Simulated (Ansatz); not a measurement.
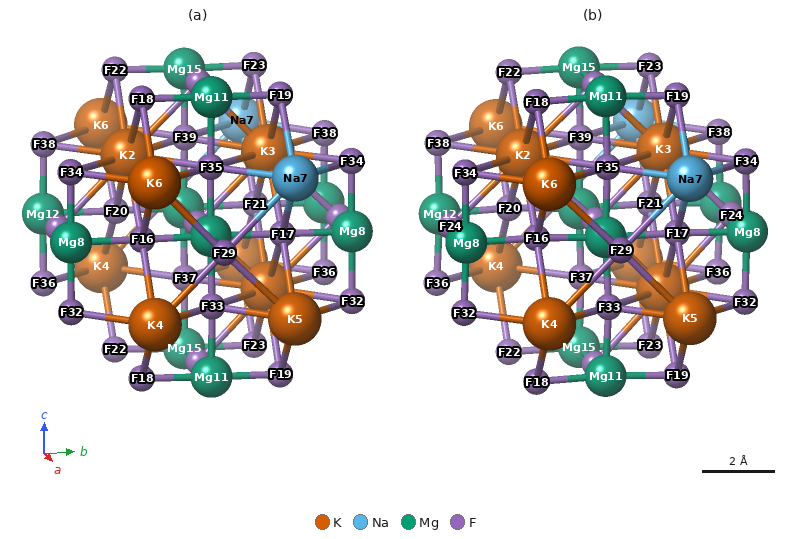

The structure of a defect cell of composition K$_{6}$NaMg$_{8}$F$_{24}$ (cell charge +1) before (left) and after (right) a relaxation, at one scale.

A ball-and-stick model of the atoms within 5.0 Å of the atom that moves most (axes of the cell of the calculation, reduced to other axes), seen slightly off an axis. Lengths and directions refer to the drawn axes.

Theory: DFT, PBEsol, PAW, plane waves in Ansatz 0.2.0. (plane-wave cutoff 420 eV; k-point mesh 1 × 1 × 1; mesh shifted by (0.25, 0.25, 0.25); collinear spin; atoms relaxed in a fixed cell; force threshold 0.03 eV/Å; at most 80 steps)

**Summarise the run.**

The energy falls by 0.383 eV per cell of the calculation in 3 geometry steps. The largest force component goes from 0.65 to 0.018 eV/Å. The atom that moves furthest is an F atom (0.13 Å along [−1 3 3]). By element the largest moves are F 0.13 Å, K 0.06 Å, Mg 0.05 Å, Na 0.05 Å. The cell doesn't change. Near-neighbour distances that change, for instance: F–K 2.895 → 2.741 Å, F–K 2.846 → 2.743 Å, F–Na 2.879 → 2.784 Å, F–Mg 2.066 → 1.982 Å. Bond angles that change, for instance: F–Mg–F 88.3° → 94.2°, Mg–F–Mg 178.9° → 174.1°, F–Mg–F 92.3° → 87.5°. The run took 35 s on 7 threads of Arm Neoverse-V2, peak memory 1.5 GiB.

Limits of the set-up: the periodic images lie only 8.0 Å apart, so the values are limited by the cell's size; the cell is charged, on a uniform background, and energies carry no finite-size correction.
